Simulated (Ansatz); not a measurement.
Bond stretch in BeH (cation, charge +1), singlet.

- RKS-PBE0 = restricted PBE0/aug-cc-pVQZ run with Ansatz (a first-principles code)
- RKS-PBE = Ansatz with restricted PBE/aug-cc-pVQZ
- RKS-CAM-B3LYP = restricted CAM-B3LYP/aug-cc-pVQZ (Ansatz)
- UKS-PBE = unrestricted PBE/aug-cc-pVQZ in Ansatz
- UKS-PBE0 = unrestricted PBE0/aug-cc-pVQZ in Ansatz
- UKS-CAM-B3LYP = unrestricted CAM-B3LYP/aug-cc-pVQZ run with Ansatz
- RCCSD(T) = CCSD(T) on RHF/aug-cc-pVQZ, frozen core (Ansatz)
- UCCSD(T) = CCSD(T) on UHF/aug-cc-pVQZ, frozen core (Ansatz)
- FCI = full CI/aug-cc-pVQZ, frozen core in Ansatz

Cost and accuracy over the 22 points of the scan, with FCI as yardstick. Costs are rough ratios of core time within Ansatz on shared cores, each with its mean field (Kohn-Sham runs search longer for lower solutions than correlated ones do); the miss is the largest error against full CI of the curve after the mean shift, in kJ/mol.

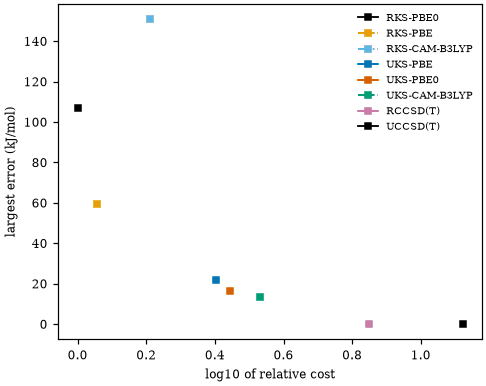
Fig. 1. Miss against cost, one point a level.

```csv
level,relative cost,largest error
RKS-PBE0,1,106.8
RKS-PBE,1,59.4
RKS-CAM-B3LYP,2,150.9
UKS-PBE,3,21.7
UKS-PBE0,3,16.2
UKS-CAM-B3LYP,3,13.6
RCCSD(T),7,0.0
UCCSD(T),10,0.2
```

Costs within a factor of two of each other count as equal.

The restricted form behind RKS-PBE0, RKS-PBE, RKS-CAM-B3LYP keeps the bonding electrons paired and can't separate into open-shell fragments. The unrestricted determinant behind UKS-PBE is spin-contaminated at 2.22 to 5.28 Å (<S²> up to 0.9, against 0.00 for a pure singlet). The unrestricted determinant behind UKS-PBE0, UKS-CAM-B3LYP is spin-contaminated at 1.99 to 5.28 Å (<S²> up to 1.0, against 0.00 for a pure singlet). With two correlated electrons CCSD is exact in the basis where it finds the lowest root (RCCSD(T), UCCSD(T)). The unrestricted determinant behind UCCSD(T) is spin-contaminated at 1.76 to 5.28 Å (<S²> up to 1.0, against 0.00 for a pure singlet).
